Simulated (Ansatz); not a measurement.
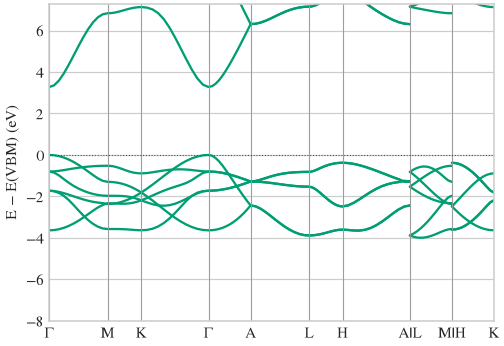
Figure: Band structure from the program Ansatz at the PBEsol level (PAW)

Read off the gap and where the band edges lie.

About 3.3 eV (3.28 eV by a search for the band edges); maximum at Γ, minimum at Γ.

Which compound is it?
A) CaF2, P6_3/mmc (Ca on 2c, F on 4f)
B) C, P6_3/mmc (C on 4e, C on 4f)
C) MgO, P6_3/mmc (Mg on 2c, O on 2d)
D) C, P6_3/mmc (C on 4f, C on 4f, C on 4e)

C, MgO, P6_3/mmc (Mg on 2c, O on 2d)

The first step of the workflow began from a Materials Project structure, measured or hypothetical; the Crystallography Open Database copy checked does not list it. It is not the phase usual at ambient conditions (space group No. 225). The PBEsol relaxation kept the symmetry of its start; its stability against distortions is not shown here.

Potentials: the earlier of the program's two PAW sets. The files were generated under PBE; for other functionals the program regenerates the frozen cores, and for LDA and PBEsol the local potential too.
